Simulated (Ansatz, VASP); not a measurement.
**LiTlF2: VASP beside Ansatz**

Aim: how closely do two programs agree when they are given the same cell, functional and k mesh? The cell is invented: other elements were put on sites of a known structure type. It may not be a known or stable phase. The cell comes out of the VASP series on this material, whose earlier steps may have relaxed, scaled or displaced it; both programs get it as it stands.

Method: plane waves, with VASP 6.6.1 beside it; relaxation of cell and atoms at PBE, in Ansatz 0.2.0.

## Step 1: The structure

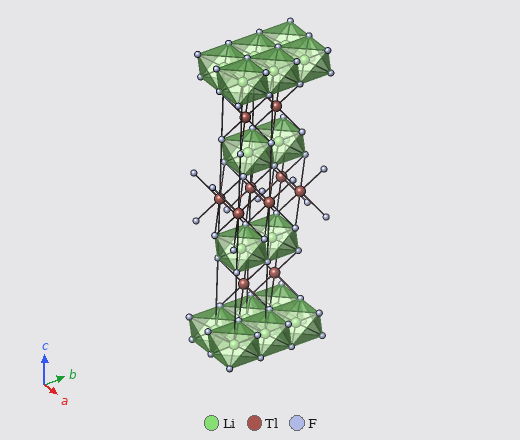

The starting structure, seen slightly off an axis (lithium green, thallium brown, fluorine light blue). 1×2×1 cells are drawn. This picture shows the conventional cell, with its axes. Some periodic images of atoms are drawn too.

## Step 2: Ansatz: relaxation of cell and atoms, PBE

Ansatz runs on its default PAW (the set named soft_2) files.

The relaxed volume is the usual yardstick between codes: its relative difference is about their pressure difference at one cell divided by the bulk modulus.

File input.yaml:

```yaml
crystal:
  lattice:
    - [1.6630540943, 0.9601647256, 6.0999251477]
    - [-1.6630540943, 0.9601647256, 6.0999251477]
    - [0.0, -1.9203294615, 6.0999251477]
  atoms:
    - { symbol: Li, position: [0.0, 0.0, 0.0] }
    - { symbol: Tl, position: [0.5, 0.5, 0.5] }
    - { symbol: F, position: [0.2742177851, 0.2742177851, 0.2742177851] }
    - { symbol: F, position: [0.7257822149, 0.7257822149, 0.7257822149] }
hamiltonian:
  xc: pbe
  pseudopotentials: { kind: paw }
kpoints:
  mp_grid: { grid: [8, 8, 8] }
scf:
  occupations: { method: fermi_dirac, width: 0.05 }
relax:
  f_tol: 0.01
  max_steps: 60
  cell: { stress_tol: 0.05 }
output:
  forces: true
  stress: true
  write_density: true
  write_potential: true
  elf: true
  volumetric_format: npy
```

On the command line:

```bash
$ ansatz run input.yaml --threads 4 --pin off --max-ram 9216MiB --backend cpu --events-out ev --progress --plain --runs-dir out
```

Numbers of over 12 decimals in the logs are rounded to 6 here.

Output:

```text
basis.fft_grid_basis auto: the FFT boxes are laid along the combinations [[1, -1, 0], [0, 1, 0], [0, -1, 1]] of the cell's own vectors, 3.326, 6.395 and 3.326 Å long. The dense box has 24×45×24 points. Along the cell's own vectors, as sized, it would have 45×45×45, 3.52 times as many. Of the 12 symmetry operations that the crystal satisfies within crystal.symmetry.tolerance (time reversal apart; of a slab, those that [...]
Engine: ansatz 0.2.0, aarch64-unknown-linux-gnu
Pseudopotentials: kind: paw
Pseudopotential: Li, paw, valence charge 3, recommended cutoff 420 eV (normal), Li.paw.azcp
Pseudopotential: Tl, paw, valence charge 13, recommended cutoff 420 eV (normal), Tl.paw.azcp
Pseudopotential: F, paw, valence charge 7, recommended cutoff 420 eV (normal), F.paw.azcp
Functional definition: PBE
  parameter kappa = 0.804
  parameter beta = 0.066725
  exchange = pbe_x(kappa = kappa, mu = beta*pi^2/3)
  correlation = pbe_c(beta = beta)
Crystal: 4 atoms, lattice volume = 58.442 Å³
Basis set: ecut = 420 eV, 1167 PW (Γ), FFT grids on a1−a2, a2, −a2+a3, exchange–correlation on 48×90×48 points (8 copies of the dense FFT grid, shifted against one another)
Bands: 19, of which v1, the nominal top of the filled ones, is band 15 counted from 1 (14 counted from 0)
Symmetry: 12 space group operations
Space group: R-3m (ITA 166), of the structure as read, at distance tolerance 3.9e-5 Å
k-points: 65 of 512
Non-local potential: Li, projectors of the file, l = 0: 3, l = 1: 2, l = 2: 1
Non-local potential: Tl, projectors of the file, l = 0: 2, l = 1: 2, l = 2: 2, l = 3: 1
Non-local potential: F, projectors of the file, l = 0: 2, l = 1: 2, l = 2: 1
PAW form: soft (Blöchl's): semilocal exchange-correlation on the pseudo side does not see the compensation charge
PAW one-centre angular grid: Li, 110 points (default); XC on 64 Gauss nodes
PAW one-centre angular grid: Tl, 590 points (default); XC on 64 Gauss nodes
PAW one-centre angular grid: F, 110 points (default); XC on 64 Gauss nodes
Initial density: superposition of atomic densities (neutral atoms: chi_scale 0, normalization atom), corrected by the library's trained network
Initial wavefunctions: pseudopotential atomic-orbital guess
Functional: x = pbe(κ = 0.804, μ = 0.219515), c = pbe(β = 0.066725)
SCF iter   1: F=—  HF=-13268.685498 eV  |F-HF|=—  |Δ(HF+E_count)|=         —  Δρ=1.73e-3  dr2=2.38e-3  ethr=1.77e-3  ⟨swp⟩=6.0  Hψ=5969  notcnv=0
preconditioner: auto → none  [insulator: Δε(μ)=1.779 eV  Ē_g=15.062 eV  σ=0.050 eV  W_gap=1.00  n_scr=16 (ndim 8)  ℏωp=25.7 eV  f_vac=0.015  D(μ)=0.00/eV (n_scr^D=0)  ε∞_Penn≈3.9]
SCF iter   2: F=—  HF=-13268.684349 eV  |F-HF|=—  |Δ(HF+E_count)|=   1.15e-3  Δρ=1.56e-3  dr2=9.03e-4  ethr=7.92e-6  ⟨swp⟩=2.4  Hψ=2500  notcnv=0
SCF iter   3: F=—  HF=-13268.684285 eV  |F-HF|=—  |Δ(HF+E_count)|=   6.35e-5  Δρ=6.54e-4  dr2=1.63e-4  ethr=3.01e-6  ⟨swp⟩=2.0  Hψ=2109  notcnv=0
SCF iter   4: F=—  HF=-13268.684312 eV  |F-HF|=—  |Δ(HF+E_count)|=   2.70e-5  Δρ=2.31e-4  dr2=2.72e-5  ethr=5.43e-7  ⟨swp⟩=2.4  Hψ=1849  notcnv=0
SCF iter   5: F=—  HF=-13268.684267 eV  |F-HF|=—  |Δ(HF+E_count)|=   4.49e-5  Δρ=5.93e-5  dr2=1.48e-6  ethr=9.06e-8  ⟨swp⟩=2.7  Hψ=1924  notcnv=0
SCF iter   6: F=-13268.684269 eV  HF=-13268.684269 eV  |F-HF|=5.45e-8  |Δ(HF+E_count)|=   1.49e-6  Δρ=8.36e-6  dr2=2.54e-8  ethr=3.33e-10  ⟨swp⟩=6.0  Hψ=7856  notcnv=0
SCF 1 converged in 6 iterations: F = -13268.684269 eV  dr2 = 2.54e-8
  greatest PAW one-centre occupation: 1.000 electrons in one spin orbital (limit 2), on the Li atom at site 0 (counted from 0), in its partial waves of l = 0
relax step   1: F+E_penalty+E_count = -13268.68426867 eV  Δ(F+E_penalty+E_count) = +0.000e0 eV  max|allowed force component| = 1.140e-2 eV/Å  Δτ_max = 0.0000 Å  P = +0.381 GPa  Ω = 58.442 Å³  (6 SCF iters, dr2 threshold 1.00e-7 eV, accepted)
[...]
relax step   2: F+E_penalty+E_count = -13268.68284720 eV  Δ(F+E_penalty+E_count) = +1.421e-3 eV  max|allowed force component| = 6.529e-2 eV/Å  Δτ_max = 0.0087 Å  P = -0.191 GPa  Ω = 58.997 Å³  energy of the carried Pulay correction = -1.444e-3 eV  (5 SCF iters, dr2 threshold 4.00e-7 eV, accepted)
[...]
relax step   3: F+E_penalty+E_count = -13268.68366063 eV  Δ(F+E_penalty+E_count) = -8.134e-4 eV  max|allowed force component| = 3.949e-4 eV/Å  Δτ_max = 0.0091 Å  P = -0.008 GPa  Ω = 58.942 Å³  energy of the carried Pulay correction = -1.304e-3 eV  (5 SCF iters, dr2 threshold 3.02e-7 eV, accepted)
[...]
relax step   4: F+E_penalty+E_count = -13268.68502947 eV  Δ(F+E_penalty+E_count) = -1.369e-3 eV  max|allowed force component| = 1.310e-4 eV/Å  Δτ_max = 0.0000 Å  P = +0.039 GPa  Ω = 58.942 Å³  stress off target by 5.19e-2 GPa  SCF on the basis re-selected at this cell (its energy is not comparable with the rows above)  (6 SCF iters)
[...]
relax step   5: F+E_penalty+E_count = -13268.68490485 eV  Δ(F+E_penalty+E_count) = +1.246e-4 eV  max|allowed force component| = 8.142e-5 eV/Å  Δτ_max = 0.0001 Å  P = +0.006 GPa  Ω = 58.995 Å³  energy of the carried Pulay correction = -1.357e-4 eV  (5 SCF iters, dr2 threshold 6.74e-9 eV, accepted)
[...]
relax step   6: F+E_penalty+E_count = -13268.68504807 eV  Δ(F+E_penalty+E_count) = -1.432e-4 eV  max|allowed force component| = 8.340e-5 eV/Å  Δτ_max = 0.0000 Å  P = +0.008 GPa  Ω = 58.995 Å³  stress off target by 1.09e-2 GPa  SCF on the basis re-selected at this cell (its energy is not comparable with the rows above)  (5 SCF iters)
basis re-selected at this cell: Δ(F+E_penalty+E_count) = -1.432e-4 eV, ΔP = +0.002 GPa vs the last step (what re-selecting the basis moved, of the pressure what is left beyond the Pulay correction that the steps carried, after the strain that the cell walked since its last selection, with what the two solves' SCF thresholds leave and, on support functions, any second-order correction that the steps lacked; it is no m [...]
SCF converged after 5 iterations
Free energy (F): -13268.685048 eV
Harris-Foulkes:  -13268.685048 eV  (|F-HF|=9.09e-12)
Internal energy: -13268.685048 eV  (E = F + TS)
E sigma→0 (E₀):  -13268.685048 eV
Fermi energy:    5.483916 eV
--- Per-component energies (eV) ---
  E_band       = -158.628330
  E_kinetic    = 766.849159
  E_local      = -2133.568271  (includes V_loc(G=0)·N_el)
  E_nonlocal   = 431.420847
  E_hartree    = 776.575610
  E_xc         = -402.602887
  E_vxc        = -362.109537  (∫ρ·V_xc dr)
  E_paw        = -10584.082680  (= ΣΔE_a)
  E_vpaw       = -414.375719  (= ΣTr[D̂ρ^β])
  E_aug_tail   = 0.004150  (compensation charges beyond the density's cutoff)
  E_ewald      = -2123.280977
  E_smearing   = -0.000000  (= −TS)
  E_closure    = -0.000000  (closes the sum)
  Σ components = -13268.685048   (vs F -13268.685048, Δ=0.00e0)
--- Forces (eV/Å), atoms counted from 1 ---
  atom   1  Li     0.00000000     0.00000000     0.00000000
  atom   2  Tl    -0.00000000    -0.00000000    -0.00000000
  atom   3  F      0.00000000     0.00000000    -0.00008340
  atom   4  F      0.00000000    -0.00000000     0.00008340
  max |Σ_I F_I| component: 1.26e-29 eV/Å
--- Stress (GPa, compression-positive) ---
        0.010945      -0.000000       0.000000
       -0.000000       0.010945       0.000000
        0.000000       0.000000       0.002679
  P = ⅓ Tr σ = 0.0082 GPa (0.082 kbar)
--- Band table (eV; the first three rows and the last of 65) ---
  k-point 0: bands = [... 11 lower, 2.8493, 2.9205, 2.9610, 2.9610, 9.0052, 12.9904, 16.7821, 16.7821]
  k-point 1: bands = [... 11 lower, 2.7777, 2.9037, 2.9605, 3.3990, 9.3401, 13.2505, 14.6043, 16.1858]
  k-point 2: bands = [... 11 lower, 2.6457, 2.9054, 2.9183, 3.7986, 10.1511, 11.1420, 13.9784, 14.9147]
  k-point 64: bands = [... 11 lower, 2.7779, 3.0315, 3.0315, 4.0671, 8.2033, 13.9911, 16.0348, 17.0898]
--- Relaxed structure (4 steps of the walk, 4 accepted, 2 SCFs on fresh bases) ---
  F+E_penalty+E_count = -13268.68504807 eV   max|allowed force component| = 8.340e-5 eV/Å   (the final SCF, on the basis selected at the relaxed cell)
  cell:  # Å, volume = 58.9950 Å³
    - [1.671363, 0.964962, 6.096536]
    - [-1.671363, 0.964962, 6.096536]
    - [0, -1.929924, 6.096536]
  atoms:
    - { symbol: Li, position: [0, 0, 0] }
    - { symbol: Tl, position: [0.500000, 0.500000, 0.500000] }
    - { symbol: F, position: [0.274186, 0.274186, 0.274186] }
    - { symbol: F, position: [0.725814, 0.725814, 0.725814] }
```

Run time: 7.5 s. Hardware: 4 threads of Arm Neoverse V2, shared host; peak memory 0.4 GiB.

## Step 3: VASP: relaxation of cell and atoms, PBE

The same cell, functional, mesh and smearing now go to VASP, with its own data sets and cutoff.

Lines of VASP's logs that name or quote its potential files are left out, and so is its time.

File INCAR:

```
SYSTEM = LiTlF2
PREC = Accurate
ENCUT = 650
EDIFF = 1E-06
NELM = 100
ISMEAR = -1
SIGMA = 0.05
LREAL = .FALSE.
ALGO = Normal
GGA = PE
NBANDS = 21
LORBIT = 11
LWAVE = .FALSE.
LCHARG = .FALSE.
KPAR = 2
IBRION = 2
NSW = 60
ISIF = 3
EDIFFG = -0.01
```

File POSCAR:

```
LiTlF2
1.0
    1.6630540943      0.9601647256      6.0999251477
   -1.6630540943      0.9601647256      6.0999251477
    0.0000000000     -1.9203294615      6.0999251477
Li Tl F
1 1 2
Direct
    0.0000000000      0.0000000000      0.0000000000
    0.5000000000      0.5000000000      0.5000000000
    0.2742177851      0.2742177851      0.2742177851
    0.7257822149      0.7257822149      0.7257822149
```

File KPOINTS:

```
Automatic mesh
0
Gamma
8 8 8
0 0 0
```

PAW data sets: Li_sv, Tl_d and F (PBE family, release 64).

On the command line:

```bash
$ mpirun -np 2 vasp_std
```

Output:

```text
[banner, memory and clock lines left out]
running    2 mpi-ranks, on    1 nodes
 distrk:  each k-point on    1 cores,    2 groups
 distr:  one band on    1 cores,    1 groups

 POSCAR found type information on POSCAR LiTlF
 POSCAR found :  3 types and       4 ions
 LDA part: xc-table for (Slater+PW92), standard interpolation
 POSCAR, INCAR and KPOINTS ok, starting setup
 FFT: planning ... GRIDC
 FFT: planning ... GRID_SOFT
 FFT: planning ... GRID
 WAVECAR not read
 entering main loop
       N       E                     dE             d eps       ncg     rms          rms(c)
DAV:   1     0.211229940542E+03    0.21123E+03   -0.18085E+04  2730   0.166E+03
DAV:   2    -0.695388786944E+01   -0.21818E+03   -0.20973E+03  3300   0.358E+02
DAV:   3    -0.184459453715E+02   -0.11492E+02   -0.11420E+02  3270   0.754E+01
DAV:   4    -0.189727443108E+02   -0.52680E+00   -0.52605E+00  4067   0.129E+01
DAV:   5    -0.189765866067E+02   -0.38423E-02   -0.38416E-02  3190   0.127E+00    0.804E+00
DAV:   6    -0.166819950690E+02    0.22946E+01   -0.79168E+00  3205   0.261E+01    0.395E+00
DAV:   7    -0.165723342933E+02    0.10966E+00   -0.49673E-01  3340   0.531E+00    0.237E+00
DAV:   8    -0.164784335995E+02    0.93901E-01   -0.32663E-01  3315   0.421E+00    0.567E-01
DAV:   9    -0.164777718564E+02    0.66174E-03   -0.34107E-02  3210   0.110E+00    0.251E-01
DAV:  10    -0.164780619843E+02   -0.29013E-03   -0.48720E-03  3090   0.466E-01    0.685E-02
DAV:  11    -0.164779988757E+02    0.63109E-04   -0.10314E-03  3235   0.209E-01    0.276E-02
DAV:  12    -0.164780268498E+02   -0.27974E-04   -0.12976E-04  3045   0.681E-02    0.126E-02
DAV:  13    -0.164780205092E+02    0.63407E-05   -0.52053E-05  3354   0.432E-02    0.442E-03
DAV:  14    -0.164780206159E+02   -0.10671E-06   -0.37822E-06  2494   0.119E-02
   1 F= -.16478021E+02 E0= -.16478021E+02  d E =-.164780E+02
 curvature:   0.00 expect dE= 0.000E+00 dE for cont linesearch  0.000E+00
 trial: gam= 0.00000 g(F)=  0.183E-04 g(S)=  0.421E-04 ort = 0.000E+00 (trialstep = 0.100E+01)
 search vector abs. value=  0.603E-04
 bond charge predicted
       N       E                     dE             d eps       ncg     rms          rms(c)
DAV:   1    -0.164781354980E+02   -0.11499E-03   -0.11998E-02  2760   0.890E-01    0.581E-02
DAV:   2    -0.164781005084E+02    0.34990E-04   -0.19154E-04  3195   0.111E-01    0.334E-02
DAV:   3    -0.164780738602E+02    0.26648E-04   -0.34893E-05  3175   0.513E-02    0.567E-03
DAV:   4    -0.164780737443E+02    0.11599E-06   -0.34850E-06  3340   0.136E-02
   2 F= -.16478074E+02 E0= -.16478074E+02  d E =-.531284E-04
 ZBRENT: can't locate minimum, use default step
 trial-energy change:   -0.000053  1 .order   -0.000054   -0.000060   -0.000047
 step:   4.0000(harm=  4.4711)  dis= 0.00266  next Energy=   -16.478156 (dE=-0.135E-03)
 bond charge predicted
       N       E                     dE             d eps       ncg     rms          rms(c)
DAV:   1    -0.164787106455E+02   -0.63679E-03   -0.10815E-01  2745   0.267E+00    0.174E-01
DAV:   2    -0.164783918333E+02    0.31881E-03   -0.17294E-03  3165   0.334E-01    0.100E-01
DAV:   3    -0.164781482231E+02    0.24361E-03   -0.32604E-04  3180   0.157E-01    0.172E-02
DAV:   4    -0.164781468546E+02    0.13685E-05   -0.32160E-05  3335   0.412E-02    0.880E-03
DAV:   5    -0.164781473544E+02   -0.49984E-06   -0.91643E-07  2202   0.791E-03
   3 F= -.16478147E+02 E0= -.16478147E+02  d E =-.126739E-03
 curvature:  -2.19 expect dE=-0.954E-05 dE for cont linesearch -0.163E-05
 trial: gam=-0.03892 g(F)=  0.282E-06 g(S)=  0.407E-05 ort = 0.670E-05 (trialstep = 0.160E+01)
 search vector abs. value=  0.392E-05
 reached required accuracy - stopping structural energy minimisation
```

(Continued in part 2 of 2.)

[Lines on the potential files, build, host, timing and source positions are cut from VASP's logs without a mark.]

[Logs are printed without paths, hosts, clocks, repeated set-up lines and the standing remarks that a program may print on its own settings, such as how far it seeks lower states.]

[Hosts, paths, dates, database ids (printed as entryN), source tags and the programs' standing remarks are cut or masked in the printed files.]
